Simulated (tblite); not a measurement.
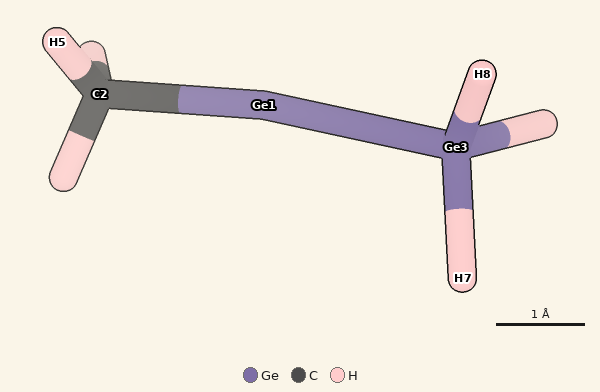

Fig. 1: The input geometry (stick view, seen at a tilt; atoms are numbered from 1 in the order of the input). Sticks mark near contacts. Bond lengths as drawn: C–Ge 1.93 Å, C–H 1.04 to 1.06 Å, Ge–Ge 2.40 Å and Ge–H 1.50 to 1.55 Å.

Run report: CH₆Ge₂, geometry relaxation (part 1 of 2)

- system: CH₆Ge₂
- method: GFN2-xTB geometry optimisation, gas phase (tblite 0.8.0)

### The program's output
```
step      E/eV     max force
  0    -242.51744    5.223
  1    -243.13874    4.789
  2    -244.00641    3.550
  3    -244.51727    2.289
  4    -244.81369    1.310
  5    -244.96921    0.984
  6    -245.08959    0.908
  7    -245.19392    0.676
  8    -245.24799    0.682
  9    -245.28099    0.702
 10    -245.32964    0.722
 11    -245.37691    0.781
 12    -245.40982    0.539
 13    -245.43179    0.394
 14    -245.44815    0.429
 15    -245.46888    0.566
 16    -245.49254    0.570
 17    -245.51886    0.637
 18    -245.54402    0.498
 19    -245.56324    0.465
 20    -245.57505    0.387
 21    -245.58867    0.602
 22    -245.61077    0.713
 23    -245.63845    0.607
 24    -245.66313    0.567
 25    -245.67544    0.647
 26    -245.69068    0.452
 27    -245.70415    0.352
 28    -245.71651    0.323
 29    -245.72437    0.261
 30    -245.73116    0.260
 31    -245.73687    0.238
 32    -245.74559    0.376
 33    -245.75778    0.429
 34    -245.77255    0.392
 35    -245.78668    0.299
 36    -245.79898    0.210
 37    -245.80496    0.183
 38    -245.80704    0.188
 39    -245.80957    0.155
 40    -245.81411    0.118
 41    -245.81839    0.165
 42    -245.82228    0.160
 43    -245.82389    0.108
 44    -245.82477    0.070
 45    -245.82537    0.066
 46    -245.82592    0.084
 47    -245.82647    0.098
 48    -245.82715    0.107
 49    -245.82816    0.111
 50    -245.82952    0.116
 51    -245.83085    0.101
 52    -245.83168    0.072
 53    -245.83217    0.071
 54    -245.83271    0.075
 55    -245.83348    0.091
 56    -245.83433    0.091
 57    -245.83497    0.062
 58    -245.83529    0.046
 59    -245.83545    0.040
 60    -245.83558    0.033
 61    -245.83570    0.035
 62    -245.83584    0.034
 63    -245.83599    0.032
 64    -245.83611    0.027
 65    -245.83621    0.030
 66    -245.83631    0.030
 67    -245.83648    0.046
 68    -245.83680    0.077
 69    -245.83738    0.107
 70    -245.83826    0.115
 71    -245.83930    0.101
 72    -245.84061    0.131
 73    -245.84218    0.134
 74    -245.84405    0.157
 75    -245.84009    0.452
 76    -245.84680    0.111
 77    -245.84777    0.080
 78    -245.84858    0.179
 79    -245.84936    0.061
 80    -245.84964    0.047
 81    -245.85019    0.069
 82    -245.85041    0.040
 83    -245.85078    0.035
 84    -245.85105    0.035
 85    -245.85115    0.023
 86    -245.85118    0.014
 87    -245.85119    0.010
 88    -245.85119    0.009
 89    -245.85120    0.011
 90    -245.85121    0.008
 91    -245.85122    0.005
```

### Trajectory as extended XYZ (Å, eV, eV/Å), 32 frames, from step=0 to step=91
```
9
Properties=species:S:1:pos:R:3:forces:R:3 step=0 energy=-242.51744
Ge    0.9665   -0.1905   -0.5025   -4.8070   0.6510   1.9360
C     1.2140   -1.8581   -1.4450    1.6100  -0.0220  -0.9270
Ge    1.0700    1.9602    0.5502    2.6700   0.1720  -0.8780
H     0.2705   -2.2425   -1.7241   -1.0270  -0.1720  -0.0910
H     1.6964   -2.5427   -0.8274    0.8930  -1.2650   0.8480
H     1.7698   -1.6841   -2.3101    1.0820  -0.3170  -1.5910
H     2.0215    2.8687   -0.2661   -0.2570   0.8500   0.5320
H     1.5825    1.8443    1.9561   -0.1930   0.3360   0.1970
H    -0.2929    2.5790    0.5279    0.0290  -0.2330  -0.0260
9
Properties=species:S:1:pos:R:3:forces:R:3 step=3 energy=-244.51727
Ge    0.6163   -0.2027   -0.3742   -1.8680  -1.2700   0.3710
C     1.2916   -1.8646   -1.4902   -0.5320   0.1980   0.3740
Ge    1.2250    1.9731    0.4935   -0.3080  -0.7160  -0.1300
H     0.2504   -2.2405   -1.7236    1.0970   0.1350  -0.0420
H     1.7442   -2.6025   -0.7960   -0.0380   0.4510  -0.6430
H     1.8440   -1.7118   -2.4127    0.1410  -0.2940   0.1470
H     2.0196    2.9517   -0.2324    0.5640   1.2950   0.0080
H     1.5716    1.8747    1.9674    0.0360   0.4220  -0.0950
H    -0.2645    2.5567    0.5274    0.9070  -0.2220   0.0090
9
Properties=species:S:1:pos:R:3:forces:R:3 step=6 energy=-245.08959
Ge    0.3135   -0.2928   -0.2866    0.3950  -0.7300  -0.3350
C     1.2960   -1.8376   -1.4842   -0.3670   0.4220   0.3520
Ge    1.2852    1.9077    0.4404   -0.3510  -0.2390  -0.2540
H     0.3085   -2.2464   -1.7410    0.2060  -0.3450  -0.3260
H     1.7701   -2.5957   -0.8295   -0.1100   0.5150  -0.2710
H     1.8799   -1.7426   -2.4260   -0.3160   0.2570   0.8120
H     2.0515    3.0841   -0.2001   -0.0510  -0.0440   0.3600
H     1.5705    1.9276    1.9597    0.0910   0.2140  -0.3080
H    -0.1769    2.5300    0.5264    0.5030  -0.0500  -0.0290
9
Properties=species:S:1:pos:R:3:forces:R:3 step=9 energy=-245.28099
Ge    0.3048   -0.3832   -0.3040   -0.1490   0.0610   0.2800
C     1.2489   -1.7881   -1.4467   -0.0380  -0.2920  -0.2030
Ge    1.2613    1.8600    0.4044    0.3860   0.0910  -0.1750
H     0.3386   -2.2906   -1.7833   -0.1770  -0.2550  -0.1570
H     1.7661   -2.5402   -0.8540    0.0330   0.0720   0.4530
H     1.8560   -1.7067   -2.3422    0.1630   0.6790  -0.0780
H     2.0528    3.1005   -0.1555   -0.1630  -0.3940   0.2450
H     1.5811    1.9596    1.9184    0.0530  -0.0280  -0.3100
H    -0.1114    2.5230    0.5222   -0.1090   0.0650  -0.0550
9
Properties=species:S:1:pos:R:3:forces:R:3 step=12 energy=-245.40982
Ge    0.2650   -0.4460   -0.2655   -0.1670   0.3420   0.3490
C     1.2059   -1.7979   -1.4507    0.0510  -0.1980  -0.0870
Ge    1.2940    1.8327    0.3503   -0.3510  -0.4020   0.0750
H     0.3423   -2.3649   -1.8413    0.3310   0.0020  -0.0220
H     1.7658   -2.4836   -0.8018   -0.1180   0.0780  -0.0050
H     1.8630   -1.5664   -2.2899   -0.1020   0.2610   0.0760
H     2.0356    3.0584   -0.0865    0.3120   0.2000  -0.2820
H     1.6001    1.9772    1.8371    0.1030  -0.2180   0.0340
H    -0.0734    2.5246    0.5074   -0.0580  -0.0650  -0.1370
9
Properties=species:S:1:pos:R:3:forces:R:3 step=15 energy=-245.46888
Ge    0.2199   -0.4481   -0.2080   -0.0120  -0.1570  -0.0450
C     1.1881   -1.8035   -1.4513   -0.0790   0.4850   0.2800
Ge    1.2790    1.7844    0.3268    0.1110   0.2990  -0.0320
H     0.3831   -2.4075   -1.8790    0.1290  -0.0040  -0.0750
H     1.7554   -2.4482   -0.7766    0.0580  -0.0340  -0.0540
H     1.8514   -1.4640   -2.2499   -0.1270   0.0470   0.1410
H     2.0612    3.0503   -0.0862    0.0470  -0.2880  -0.2440
H     1.6224    1.9552    1.8019    0.0220  -0.2920   0.1170
H    -0.0623    2.5155    0.4816   -0.1500  -0.0550  -0.0880
9
Properties=species:S:1:pos:R:3:forces:R:3 step=18 energy=-245.54402
Ge    0.1850   -0.4536   -0.1346   -0.2220  -0.3090  -0.0410
C     1.1495   -1.7495   -1.4110   -0.0350  -0.1610  -0.0020
Ge    1.2562    1.7600    0.2998    0.3220   0.2470  -0.0890
H     0.4754   -2.4504   -1.9345   -0.0080   0.4550   0.2020
H     1.7438   -2.3975   -0.7547    0.1430   0.1880  -0.0500
H     1.8030   -1.3064   -2.1612    0.0580   0.0280   0.0860
H     2.1138    2.9803   -0.1497   -0.1250  -0.3440  -0.1090
H     1.6582    1.8563    1.7784   -0.1290  -0.1370  -0.0390
H    -0.0867    2.4951    0.4266   -0.0040   0.0320   0.0420
9
Properties=species:S:1:pos:R:3:forces:R:3 step=21 energy=-245.58867
Ge    0.1256   -0.4942   -0.0991    0.0400   0.0900  -0.0330
C     1.1351   -1.7228   -1.3853    0.1850   0.0790   0.0010
Ge    1.2731    1.7558    0.2737   -0.3430  -0.4930   0.0460
H     0.5143   -2.4239   -1.9447   -0.2450   0.1630   0.0570
H     1.7609   -2.3516   -0.7493    0.1590   0.0450   0.0890
H     1.7850   -1.2247   -2.1027    0.0380   0.0820   0.0260
H     2.1320    2.9159   -0.1969    0.0610  -0.0250  -0.1400
H     1.6603    1.7932    1.7603   -0.0920   0.0050  -0.0950
H    -0.0881    2.4865    0.4032    0.1950   0.0550   0.0500
9
Properties=species:S:1:pos:R:3:forces:R:3 step=24 energy=-245.66313
Ge    0.0221   -0.5698   -0.0344    0.1150   0.2750   0.0100
C     1.1402   -1.6563   -1.3283    0.1870   0.5360   0.0070
Ge    1.2329    1.6427    0.2220   -0.2560  -0.2150  -0.0840
H     0.5456   -2.3205   -1.9493    0.0570  -0.1120   0.0340
H     1.8324   -2.2294   -0.7167    0.0130  -0.2670   0.0040
H     1.7540   -1.0152   -1.9643   -0.1050  -0.1080  -0.1070
H     2.1744    2.7411   -0.3275   -0.1390  -0.3300   0.0460
H     1.6418    1.6559    1.6913    0.0090   0.1160   0.0240
H    -0.0452    2.4857    0.3663    0.1190   0.1040   0.0660
9
Properties=species:S:1:pos:R:3:forces:R:3 step=27 energy=-245.70415
Ge    0.0293   -0.5522   -0.0295   -0.1230  -0.0200   0.0740
C     1.1626   -1.6213   -1.3120    0.0070   0.0070  -0.1000
Ge    1.1984    1.6091    0.2161    0.0050   0.1150   0.0300
H     0.5392   -2.2848   -1.9288    0.2730   0.0910   0.2040
H     1.8513   -2.2286   -0.7127   -0.1200  -0.0030  -0.1850
H     1.7561   -0.9855   -1.9671    0.0160  -0.1110  -0.0700
H     2.1649    2.6620   -0.3622   -0.0980  -0.2780   0.0420
H     1.6289    1.6339    1.6832    0.0010   0.0900  -0.0470
H    -0.0325    2.5017    0.3722    0.0410   0.1090   0.0530
9
Properties=species:S:1:pos:R:3:forces:R:3 step=30 energy=-245.73116
Ge   -0.0107   -0.5601   -0.0070   -0.0060  -0.1430  -0.0190
C     1.1843   -1.5687   -1.2864   -0.0150  -0.0820  -0.1230
Ge    1.1636    1.5761    0.2083   -0.1680   0.0470   0.1920
H     0.5634   -2.2302   -1.8922    0.0290  -0.0670  -0.0590
H     1.8715   -2.2118   -0.7307   -0.0050   0.1000  -0.0080
H     1.7647   -0.9410   -1.9623    0.0020  -0.0420   0.0640
H     2.1542    2.5330   -0.4130    0.1080  -0.0540  -0.0660
H     1.6133    1.6058    1.6626    0.0640   0.0890  -0.0070
H    -0.0062    2.5310    0.3797   -0.0080   0.1520   0.0260
9
Properties=species:S:1:pos:R:3:forces:R:3 step=33 energy=-245.75778
Ge   -0.0613   -0.6240    0.0285   -0.0330  -0.0480  -0.0040
C     1.1844   -1.5189   -1.2774    0.0220   0.0070   0.0920
Ge    1.0873    1.5389    0.2211   -0.0400   0.0570  -0.1340
H     0.6188   -2.2060   -1.8903   -0.1610  -0.1380  -0.3730
H     1.8913   -2.1415   -0.7423    0.2170  -0.0790   0.2700
H     1.7591   -0.8450   -1.9026   -0.0330   0.0430  -0.1550
H     2.1684    2.3479   -0.4788   -0.0580  -0.1190  -0.0480
H     1.6228    1.5837    1.6187    0.1360   0.0790   0.3250
H     0.0276    2.5992    0.3822   -0.0510   0.1980   0.0260
9
Properties=species:S:1:pos:R:3:forces:R:3 step=36 energy=-245.79898
Ge   -0.0805   -0.6862    0.0415   -0.0710   0.0160  -0.0090
C     1.1941   -1.5076   -1.2971    0.0180  -0.0820   0.1700
Ge    0.9939    1.5453    0.2622    0.1690   0.0140   0.0300
H     0.6503   -2.2171   -1.9230    0.0790   0.0930  -0.1420
H     1.9156   -2.1005   -0.7317    0.0500  -0.0100   0.0570
H     1.7620   -0.8085   -1.9057   -0.1060  -0.0300  -0.1190
H     2.1572    2.1519   -0.5206   -0.1950  -0.0230  -0.0730
H     1.6555    1.6299    1.6240   -0.0400   0.0020   0.1360
H     0.0502    2.7271    0.4095    0.0950   0.0190  -0.0490
9
Properties=species:S:1:pos:R:3:forces:R:3 step=39 energy=-245.80957
Ge   -0.0939   -0.6869    0.0399    0.0270   0.0450  -0.0460
C     1.2035   -1.5083   -1.2849   -0.0270  -0.0250  -0.0700
Ge    0.9955    1.5470    0.2728    0.0320  -0.0260   0.1120
H     0.6535   -2.1980   -1.9315    0.0890  -0.0120   0.0200
H     1.9309   -2.1035   -0.7266   -0.0290   0.0250  -0.0240
H     1.7566   -0.8168   -1.9217   -0.0670   0.0030   0.0840
H     2.1424    2.1282   -0.5448   -0.1300   0.0050  -0.0230
H     1.6516    1.6294    1.6459   -0.0350   0.0280   0.0000
H     0.0582    2.7431    0.4102    0.1390  -0.0430  -0.0530
9
Properties=species:S:1:pos:R:3:forces:R:3 step=42 energy=-245.82228
Ge   -0.1278   -0.7153    0.0466   -0.0190   0.0400  -0.0310
C     1.1936   -1.4938   -1.2753    0.1050   0.0330  -0.1150
Ge    0.9793    1.5171    0.2994   -0.0680   0.0080  -0.0760
H     0.7086   -2.1934   -1.9578   -0.0490  -0.0420   0.0430
H     1.9453   -2.0622   -0.7235   -0.0160   0.0030   0.0440
H     1.7254   -0.7613   -1.8821   -0.0310   0.0410   0.0350
H     2.0994    2.0386   -0.5871   -0.0250  -0.0360   0.0060
H     1.6517    1.6326    1.6461    0.0900   0.0270   0.1200
H     0.1229    2.7720    0.3927    0.0130  -0.0730  -0.0260
9
Properties=species:S:1:pos:R:3:forces:R:3 step=45 energy=-245.82537
Ge   -0.1382   -0.7221    0.0476   -0.0200  -0.0250  -0.0580
C     1.1991   -1.4840   -1.2774   -0.0260   0.0210   0.0410
Ge    0.9642    1.5070    0.3036    0.0410   0.0110   0.0420
H     0.7223   -2.1899   -1.9599   -0.0070   0.0070   0.0260
H     1.9509   -2.0448   -0.7169   -0.0020   0.0340  -0.0010
H     1.7153   -0.7303   -1.8679    0.0180   0.0020  -0.0270
H     2.0837    1.9873   -0.6058   -0.0060  -0.0220   0.0120
H     1.6586    1.6306    1.6504    0.0310   0.0090  -0.0120
H     0.1424    2.7805    0.3855   -0.0300  -0.0370  -0.0230
```
